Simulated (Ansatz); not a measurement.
## How well the gap of Ga2S3 (Cc) can be computed

The study climbs from cheap functionals to G0W0 on Ga2S3 (Cc) and then asks what each convergence step is worth.

Program: Ansatz 0.2.0. Level of theory: density functionals, hybrids, G0W0, plane waves, PAW. Results are calculated unless marked as measured.

## (1) Set-up

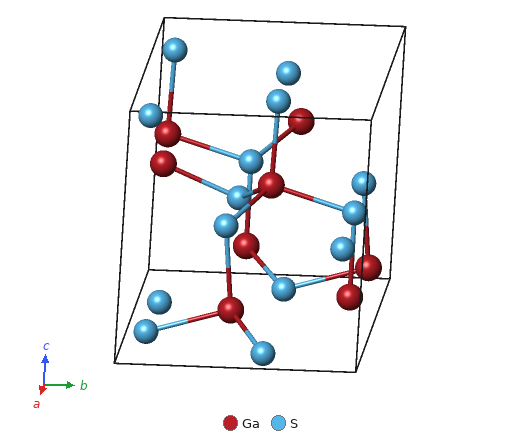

Start, viewed slightly off an axis; gallium red, sulfur blue. This picture shows the conventional cell, with its axes. Bonds to atoms that aren't drawn are left out. Some periodic images of atoms are drawn too.

The cell and positions come from the Crystallography Open Database and are kept as given unless a step says otherwise.

## (2) LDA bands

Levels along a band path, at the cheap level, show where the edges lie and whether the meshes to come will hold them.

This step: DFT, LDA, plane waves, PAW; PAW set soft_1.

File input.yaml:

```yaml
crystal:
  lattice:
    - [5.5535, -3.1975, 0.0]
    - [5.5535, 3.1975, 0.0]
    - [-3.6339226554, 0.0, 6.0074160114]
  atoms:
    - { symbol: Ga, position: [0.63979, 0.44447, 0.12512] }
    - { symbol: Ga, position: [0.44447, 0.63979, 0.62512] }
    - { symbol: Ga, position: [0.2682, 0.13232, 0.11559] }
    - { symbol: Ga, position: [0.13232, 0.2682, 0.61559] }
    - { symbol: S, position: [0.9089, 0.0811, 0.9838] }
    - { symbol: S, position: [0.0811, 0.9089, 0.4838] }
    - { symbol: S, position: [0.4303, 0.2453, 0.4999] }
    - { symbol: S, position: [0.2453, 0.4303, 0.9999] }
    - { symbol: S, position: [0.5901, 0.7581, 0.0084] }
    - { symbol: S, position: [0.7581, 0.5901, 0.5084] }
kpoints:
  mp_grid: { grid: [4, 4, 4] }
  band_path:
    path:
      - [[0.0, 0.0, 0.0], [-0.36320096, 0.36320096, 0.0]]
      - [[-0.63679904, -0.36320096, 0.0], [-0.5, -0.5, 0.0], [0.0, 0.0, 0.0], [-0.5, -0.5, 0.5], [-0.72948728, -0.27051272, 0.5]]
      - [[-0.27051272, 0.27051272, 0.5], [0.0, 0.0, 0.5], [0.0, 0.0, 0.0]]
      - [[-0.5, 0.0, 0.5], [0.0, 0.0, 0.0], [-0.5, 0.0, 0.0]]
    npoints: 10
hamiltonian:
  xc: lda
  pseudopotentials: { kind: paw, azcp: { folder: soft_1 }, xc_functional: pbe }
scf:
  occupations: { method: fermi_dirac, width: 0.02 }
  n_extra_bands: 7
output:
  eigenvalues: true
  write_density: true
  write_potential: true
  elf: true
  volumetric_format: npy
```

Started as:

```bash
> ansatz run input.yaml --threads 3 --pin off --max-ram 92160MiB --backend cuda --events-out ev --progress --plain --runs-dir out --devices 1 --max-vram 13GiB
```

Numbers of over 12 decimals in the logs are rounded to 6 here.

Log:

```text
scf.n_extra_bands = 7 over 44 filled bands (N_el = 88.0): the run solves 51 bands
GPUs: using 1 of 1 available (devices: 1).
Engine: ansatz 0.2.0, x86_64-unknown-linux-gnu
Pseudopotentials: kind: paw
Pseudopotential: Ga, paw, valence charge 13, recommended cutoff 420 eV (normal), soft_1/Ga.paw.azcp
Pseudopotential: S, paw, valence charge 6, recommended cutoff 420 eV (normal), soft_1/S.paw.azcp
Functional definition: SPW92
  exchange = slater_x
  correlation = pw_c
device memory: the entry about to start is reckoned to put 3.7 GiB on a device that reports 33.2 GiB free (of which the cap on the GPU budget leaves the run 13.0 GiB)
GPU FFT provider: cuFFT
GPU libraries: cuBLAS 13.8.2, cuFFT 12.4.0, cuSOLVER 12.3.4
Crystal: 10 atoms, lattice volume = 213.351 Å³
Basis set: ecut = 420 eV, 4167 PW (Γ)
Bands: 51, of which v1, the nominal top of the filled ones, is band 44 counted from 1 (43 counted from 0)
Symmetry: 2 space group operations
Space group: Cc (ITA 9), of the structure as read, at distance tolerance 6.0e-5 Å
k-points: 24 of 64 (time reversal used)
Non-local potential: Ga, projectors of the file, l = 0: 2, l = 1: 2, l = 2: 3, l = 3: 1
Non-local potential: S, projectors of the file, l = 0: 2, l = 1: 2, l = 2: 1
PAW form: soft (Blöchl's): semilocal exchange-correlation on the pseudo side does not see the compensation charge
PAW frozen core: Ga, regenerated for the run's functional, and the local potential with it (the file was generated under x = pbe(κ = 0.804, μ = 0.219515), c = pbe(β = 0.066725))
PAW frozen core: S, regenerated for the run's functional, and the local potential with it (the file was generated under x = pbe(κ = 0.804, μ = 0.219515), c = pbe(β = 0.066725))
PAW one-centre angular grid: Ga, 590 points (default); XC on 64 Gauss nodes
PAW one-centre angular grid: S, 110 points (default); XC on 64 Gauss nodes
Initial density: superposition of atomic densities (chi_scale 0.1, normalization cell, long waves kept (reshape's long-wave potential 0.05 eV rms))
Initial wavefunctions: pseudopotential atomic-orbital guess
GPU buffer pool allocated for 97200 grid points (all kernels)
GPU transforms: local potential and band sums: pruned to the plane-wave sphere, on 45×45×48
Functional: x = slater, c = lda
SCF iter   1: F=—  HF=-20053.031610 eV  |F-HF|=—  |Δ(HF+E_count)|=         —  Δρ=4.88e-2  dr2=3.49e0  ethr=3.10e-3  ⟨swp⟩=8.5  Hψ=5631  notcnv=0
preconditioner: auto → Resta (q_TF=auto, 2.354 Å⁻¹)  ε∞=4.0  [insulator: Δε(μ)=1.989 eV  Ē_g=13.800 eV  σ=0.020 eV  W_gap=1.00  n_scr=52 (ndim 8)  ℏωp=23.8 eV  f_vac=0.000  D(μ)=0.00/eV (n_scr^D=0)  ε∞_Penn≈4.0]
SCF iter   2: F=—  HF=-20052.142996 eV  |F-HF|=—  |Δ(HF+E_count)|=   8.89e-1  Δρ=2.29e-2  dr2=8.56e-1  ethr=3.10e-3  ⟨swp⟩=4.0  Hψ=2621  notcnv=0  defer=72
SCF iter   3: F=—  HF=-20051.847070 eV  |F-HF|=—  |Δ(HF+E_count)|=   2.96e-1  Δρ=6.25e-3  dr2=6.83e-2  ethr=9.73e-4  ⟨swp⟩=3.0  Hψ=2438  notcnv=0  defer=72
SCF iter   4: F=—  HF=-20051.796033 eV  |F-HF|=—  |Δ(HF+E_count)|=   5.10e-2  Δρ=2.14e-3  dr2=1.02e-2  ethr=7.77e-5  ⟨swp⟩=3.0  Hψ=2394  notcnv=0  defer=72
SCF iter   5: F=—  HF=-20051.797305 eV  |F-HF|=—  |Δ(HF+E_count)|=   1.27e-3  Δρ=7.62e-4  dr2=1.70e-3  ethr=1.16e-5  ⟨swp⟩=2.0  Hψ=2304  notcnv=0  defer=72
SCF iter   6: F=—  HF=-20051.796973 eV  |F-HF|=—  |Δ(HF+E_count)|=   3.31e-4  Δρ=2.17e-4  dr2=1.48e-4  ethr=1.94e-6  ⟨swp⟩=2.5  Hψ=1939  notcnv=0  defer=72
SCF iter   7: F=—  HF=-20051.797072 eV  |F-HF|=—  |Δ(HF+E_count)|=   9.88e-5  Δρ=8.39e-5  dr2=2.12e-5  ethr=1.69e-7  ⟨swp⟩=2.8  Hψ=2467  notcnv=0  defer=72
SCF iter   8: F=—  HF=-20051.797198 eV  |F-HF|=—  |Δ(HF+E_count)|=   1.26e-4  Δρ=2.50e-5  dr2=1.66e-6  ethr=2.41e-8  ⟨swp⟩=3.0  Hψ=2268  notcnv=0  defer=72
SCF iter   9: F=—  HF=-20051.797199 eV  |F-HF|=—  |Δ(HF+E_count)|=   6.28e-7  Δρ=1.33e-5  dr2=4.33e-7  ethr=1.89e-9  ⟨swp⟩=2.0  Hψ=2208  notcnv=0  defer=72
SCF iter  10: F=-20051.797198 eV  HF=-20051.797199 eV  |F-HF|=5.45e-8  |Δ(HF+E_count)|=   2.23e-7  Δρ=4.10e-6  dr2=2.96e-8  ethr=1.14e-10  ⟨swp⟩=10.9  Hψ=4774  notcnv=0
SCF 1 converged in 10 iterations: F = -20051.797198 eV  dr2 = 2.96e-8
[...]
device memory: the entry about to start is reckoned to put 4.2 GiB on a device that reports 32.3 GiB free (of which the cap on the GPU budget leaves the run 13.0 GiB)
NSCF: frozen V_eff on 94 k-points
SCF converged after 10 iterations
Free energy (F): -20051.797198 eV
Harris-Foulkes:  -20051.797199 eV  (|F-HF|=5.45e-8)
Internal energy: -20051.797198 eV  (E = F + TS)
E sigma→0 (E₀):  -20051.797198 eV
Fermi energy:    6.343821 eV
--- Per-component energies (eV) ---
  E_band       = -377.887656
  E_kinetic    = 1082.678366
  E_local      = -8025.758653  (includes V_loc(G=0)·N_el)
  E_nonlocal   = -145.708453
  E_hartree    = 4573.835717
  E_xc         = -778.694381
  E_vxc        = -720.023014  (∫ρ·V_xc dr)
  E_paw        = -11132.090361  (= ΣΔE_a)
  E_vpaw       = -1716.744318  (= ΣTr[D̂ρ^β])
  E_aug_tail   = -0.000850  (compensation charges beyond the density's cutoff)
  E_ewald      = -5633.891695
  E_core_change = 7.833111  (= ΣΔE_core)
  E_smearing   = -0.000000  (= −TS)
  E_closure    = 0.000000  (closes the sum)
  Σ components = -20051.797198   (vs F -20051.797198, Δ=0.00e0)
--- Band table (eV; the first three rows and the last of 24) ---
  k-point 0: bands = [... 40 lower, 4.4618, 4.8446, 4.9859, 5.5088, 7.1744, 7.7069, 8.5095, 8.7705, ... 3 higher]
  k-point 1: bands = [... 40 lower, 4.4688, 4.4815, 4.8970, 5.1799, 7.8504, 7.9860, 8.7449, 8.8745, ... 3 higher]
  k-point 2: bands = [... 40 lower, 4.3855, 4.3855, 4.9005, 4.9005, 8.2991, 8.2991, 9.0362, 9.0362, ... 3 higher]
  k-point 23: bands = [... 40 lower, 4.0094, 4.0094, 4.9173, 4.9173, 7.8982, 7.8982, 8.7139, 8.7139, ... 3 higher]
```

Wall time 6 s (1 × NVIDIA H100 80GB HBM3 (shared by 6 runs) with 3 threads of AMD EPYC 7R13 (Zen 3), shared host); peak memory 1 GiB; 9.1 s of CPU time.

Numbers from this step:

```
filled bands         : 44
gap                  : 1.666 eV
valence top at       : Γ
conduction bottom at : Γ
least direct gap     : 1.666 eV
```

The gap is direct, at Γ.

The electronic bands at the labelled points (eV, zero at the top of the highest nominally filled band):

```csv
point,band 41,band 42,band 43,band 44,band 45,band 46,band 47,band 48
Γ,-1.05,-0.66,-0.52,0.00,1.67,2.20,3.00,3.26
C,-1.53,-1.30,-1.17,-0.22,2.27,2.48,2.59,2.94
jump to C2,-1.53,-1.30,-1.17,-0.22,2.27,2.48,2.59,2.94
Y2,-1.78,-1.50,-1.48,-0.27,2.50,2.80,3.02,3.34
Γ,-1.05,-0.66,-0.52,0.00,1.67,2.20,3.00,3.26
M2,-1.50,-1.50,-0.59,-0.59,2.39,2.39,3.21,3.21
D,-1.43,-1.43,-0.66,-0.66,2.55,2.55,2.90,2.90
jump to D2,-1.43,-1.43,-0.66,-0.66,2.55,2.55,2.90,2.90
A,-1.12,-1.12,-0.61,-0.61,2.79,2.79,3.53,3.53
Γ,-1.05,-0.66,-0.52,0.00,1.67,2.20,3.00,3.26
jump to L2,-1.68,-1.17,-0.95,-0.62,2.37,2.84,3.29,3.40
Γ,-1.05,-0.66,-0.52,0.00,1.67,2.20,3.00,3.26
V2,-1.50,-1.37,-1.21,-0.14,2.34,2.44,3.00,3.26
```

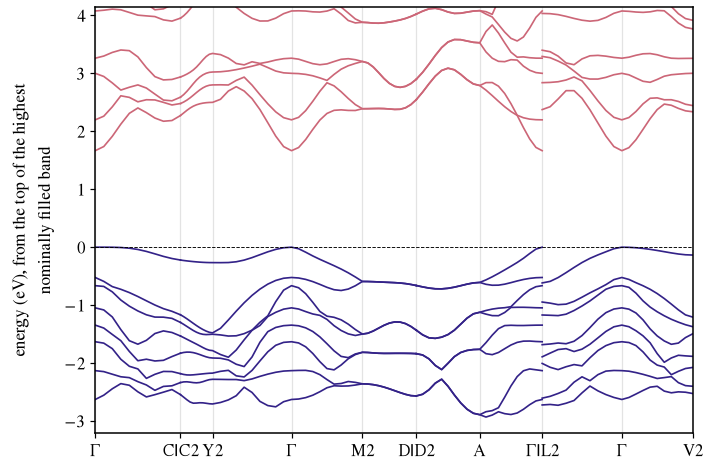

Electronic bands along the path; lines of filled and empty bands in two colours.

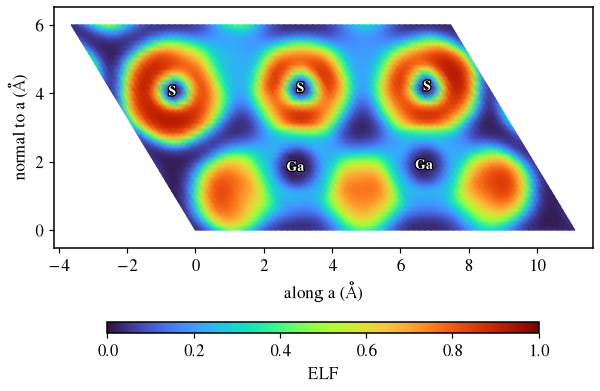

ELF in the ac plane of the conventional cell at fractional y = 0.068, with atoms of Ga and S within 0.2 Å of it. It is the smooth field of the valence electrons, not physical close to the nuclei. The map starts off the cell's origin, so that atoms lie inside it.

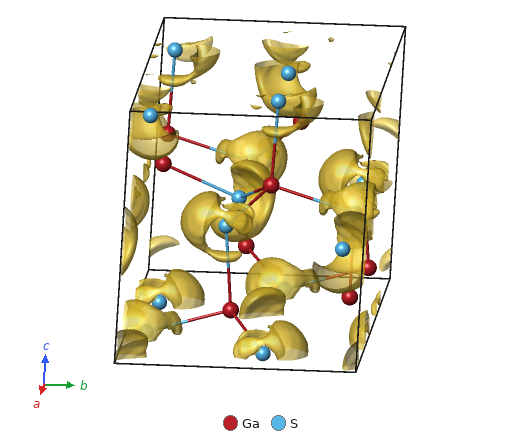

Surface of ELF = 0.85. Bonds to atoms that aren't drawn are left out.

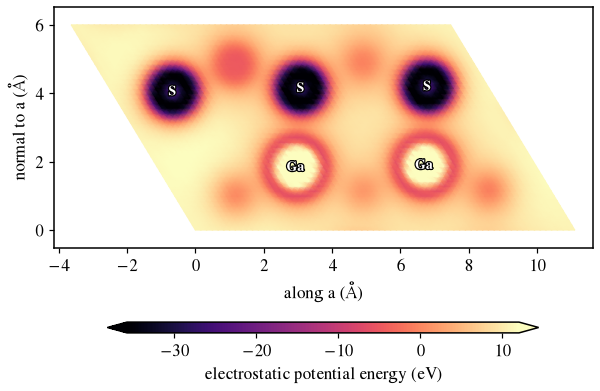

Electrostatic potential energy in the ac plane of the conventional cell at fractional y = 0.068, with atoms of Ga and S within 0.2 Å of it. With pseudopotentials it is smooth inside the atoms' cores, unlike the true potential. The map starts off the cell's origin, so that atoms lie inside it.

## (3) LDA+SOC

The many-body steps leave out spin-orbit coupling, so its effect is taken from a two-component run, with twice the bands.

This step: DFT, LDA with spin-orbit coupling, plane waves, PAW; PAW set soft_1.

File input.yaml:

```yaml
crystal:
  lattice:
    - [5.5535, -3.1975, 0.0]
    - [5.5535, 3.1975, 0.0]
    - [-3.6339226554, 0.0, 6.0074160114]
  atoms:
    - { symbol: Ga, position: [0.63979, 0.44447, 0.12512] }
    - { symbol: Ga, position: [0.44447, 0.63979, 0.62512] }
    - { symbol: Ga, position: [0.2682, 0.13232, 0.11559] }
    - { symbol: Ga, position: [0.13232, 0.2682, 0.61559] }
    - { symbol: S, position: [0.9089, 0.0811, 0.9838] }
    - { symbol: S, position: [0.0811, 0.9089, 0.4838] }
    - { symbol: S, position: [0.4303, 0.2453, 0.4999] }
    - { symbol: S, position: [0.2453, 0.4303, 0.9999] }
    - { symbol: S, position: [0.5901, 0.7581, 0.0084] }
    - { symbol: S, position: [0.7581, 0.5901, 0.5084] }
kpoints:
  mp_grid: { grid: [4, 4, 4] }
  band_path:
    path:
      - [0.0, 0.0, 0.0]
      - [-0.36320096, 0.36320096, 0.0]
      - [-0.63679904, -0.36320096, 0.0]
      - [-0.5, -0.5, 0.0]
      - [-0.5, -0.5, 0.5]
      - [-0.72948728, -0.27051272, 0.5]
      - [-0.27051272, 0.27051272, 0.5]
      - [0.0, 0.0, 0.5]
    npoints: 1
hamiltonian:
  xc: lda
  pseudopotentials: { kind: paw_fr, azcp: { folder: soft_1 }, xc_functional: pbe }
scf:
  occupations: { method: fixed }
  n_extra_bands: 14
magnetization:
  noncollinear: true
  spin_orbit: true
output:
  eigenvalues: true
```

Log:

```text
[...]
GPUs: using 1 of 1 available (devices: 1).
[...]
non-collinear run that drives no moment, with spin-orbit: no starting moment large enough to seed its density (crystal.atoms[].spin), no starting occupations that ask for one, no magnetisation constraint and no magnetic field, so the semilocal B_xc is pinned to zero
[...]
GPU FFT provider: cuFFT
[...]
k-point 0: bands = [... 84 lower, 4.9897, 4.9897, 5.5101, 5.5101, 7.1744, 7.1744, 7.7069, 7.7069, ... 10 higher]
  k-point 1: bands = [... 84 lower, 4.8949, 4.8999, 5.1778, 5.1837, 7.8502, 7.8503, 7.9854, 7.9867, ... 10 higher]
  k-point 2: bands = [... 84 lower, 4.8973, 4.8973, 4.9053, 4.9053, 8.2958, 8.2958, 8.3014, 8.3014, ... 10 higher]
  k-point 23: bands = [... 84 lower, 4.9171, 4.9171, 4.9174, 4.9174, 7.8965, 7.8965, 7.8997, 7.8997, ... 10 higher]
[key lines of the parts left out:]
SCF converged after 10 iterations
Magnetization: |M| = 0.0000 μB,  M = (+0.0000, +0.0000, +0.0000) μB
Free energy (F): -20052.120911 eV
Fermi energy:    5.510071 eV
```

Wall time 13 s (1 × NVIDIA H100 80GB HBM3 (shared by 6 runs) with 3 threads); peak memory 1.1 GiB.

This step gave:

| Property | Result |
| --- | --- |
| gap | 1.664 eV |
| valence top at | Γ |
| conduction bottom at | Γ |
| least direct gap | 1.664 eV |

The gap is that of LDA.

## (4) HSE06

The screened hybrid is the usual rung above semilocal functionals: a quarter of exact exchange, cut off beyond a few ångström.

This step: DFT, HSE06, plane waves, PAW; PAW set soft_1.

input.yaml: that of step 3 with these lines changed.

```diff
@@ -30,10 +30,7 @@
 hamiltonian:
-  xc: lda
-  pseudopotentials: { kind: paw_fr, azcp: { folder: soft_1 }, xc_functional: pbe }
+  xc: hse06
+  pseudopotentials: { kind: paw, azcp: { folder: soft_1 } }
 scf:
   occupations: { method: fixed }
-  n_extra_bands: 14
-magnetization:
-  noncollinear: true
-  spin_orbit: true
+  n_extra_bands: 7
 output:
```

Log:

```text
[...]
GPUs: using 1 of 1 available (devices: 1).
[...]
davidson cushion auto → on  (no smearing: the cushion is to keep the highest requested band from converging to the state above it; pin scf.eigensolver.cushion to override)
[...]
GPU FFT provider: cuFFT
GPU libraries: cuBLAS 13.8.2, cuFFT 12.4.0, cuSOLVER 12.3.4
Crystal: 10 atoms, lattice volume = 213.351 Å³
Basis set: ecut = 420 eV, 4167 PW (Γ)
[...]
E sigma→0 (E₀):  -20556.742196 eV
Fermi energy:    5.089743 eV
[...]
--- Band table (eV; the first three rows and the last of 24) ---
  k-point 0: bands = [... 40 lower, 3.9905, 4.4326, 4.5487, 5.0897, 8.1002, 8.5950, 9.3748, 9.6557, ... 3 higher]
  k-point 1: bands = [... 40 lower, 3.9994, 4.0515, 4.4491, 4.7460, 8.7532, 8.8974, 9.5247, 9.7684, ... 3 higher]
  k-point 2: bands = [... 40 lower, 3.9184, 3.9184, 4.4462, 4.4462, 9.2389, 9.2389, 9.8168, 9.8168, ... 3 higher]
  k-point 23: bands = [... 40 lower, 3.5665, 3.5665, 4.4574, 4.4574, 8.7495, 8.7495, 9.6351, 9.6351, ... 3 higher]
[key lines of the parts left out:]
Free energy (F): -20556.742196 eV
```

It took 60 s on 1 × NVIDIA H100 80GB HBM3 (shared by 6 runs) with 3 threads; peak memory 1.7 GiB.

This step gave:

```
gap                  : 3.010 eV
valence top at       : Γ
conduction bottom at : Γ
least direct gap     : 3.010 eV
```

The gap stands +1.34 eV against LDA.

## (5) PBE0

PBE0 differs from HSE06 by long-range exchange, so the pair shows what that tail is worth.

This step: DFT, PBE0, plane waves, PAW; PAW set soft_1.

input.yaml: that of step 4 with these lines changed.

```diff
@@ -30,3 +30,3 @@
 hamiltonian:
-  xc: hse06
+  xc: pbe0
   pseudopotentials: { kind: paw, azcp: { folder: soft_1 } }
```

Log:

```text
[...]
GPUs: using 1 of 1 available (devices: 1).
[...]
GPU FFT provider: cuFFT
GPU libraries: cuBLAS 13.8.2, cuFFT 12.4.0, cuSOLVER 12.3.4
Crystal: 10 atoms, lattice volume = 213.351 Å³
Basis set: ecut = 420 eV, 4167 PW (Γ)
Bands: 51, of which v1, the nominal top of the filled ones, is band 44 counted from 1 (43 counted from 0)
Symmetry: 2 space group operations
[...]
k-points: 24 of 64 (time reversal used)
[...]
Fermi energy:    4.714008 eV
[...]
--- Band table (eV; the first three rows and the last of 24) ---
  k-point 0: bands = [... 40 lower, 3.6088, 4.0639, 4.1760, 4.7140, 8.4070, 8.9264, 9.7243, 10.0082, ... 3 higher]
  k-point 1: bands = [... 40 lower, 3.6198, 3.6714, 4.0724, 4.3648, 9.0860, 9.2257, 9.8631, 10.1223, ... 3 higher]
  k-point 2: bands = [... 40 lower, 3.5412, 3.5412, 4.0646, 4.0646, 9.5766, 9.5766, 10.1573, 10.1573, ... 3 higher]
  k-point 23: bands = [... 40 lower, 3.1801, 3.1801, 4.0720, 4.0720, 9.0856, 9.0856, 9.9846, 9.9846, ... 3 higher]
[key lines of the parts left out:]
Free energy (F): -20558.070351 eV
```

Elapsed: 77 s, on 1 × NVIDIA H100 80GB HBM3 (shared by 6 runs) with 3 threads; peak memory 1.7 GiB; 2.1 min of CPU time.

Numbers from this step:

| Item | Value |
| --- | --- |
| gap | 3.693 eV |
| valence top at | Γ |
| conduction bottom at | Γ |
| least direct gap | 3.693 eV |

The gap stands +2.03 eV against LDA.

(Part 1 of 3 ends here.)

[Paths, hosts, dates, memory and timing lines, banners, echoed tables and standing remarks are left out of the program output.]

[Logs are printed without paths, hosts, clocks, repeated set-up lines and the standing remarks that a program may print on its own settings, such as how far it seeks lower states.]

[Runs of the session that timed out or met a known fault of the program may be left out.]

[Cells called generated may have been cut or substituted from an entry of the Crystallography Open Database or the Materials Project.]

[Hosts, paths, dates, database ids (printed as entryN), source tags and the programs' standing remarks are cut or masked in the printed files.]
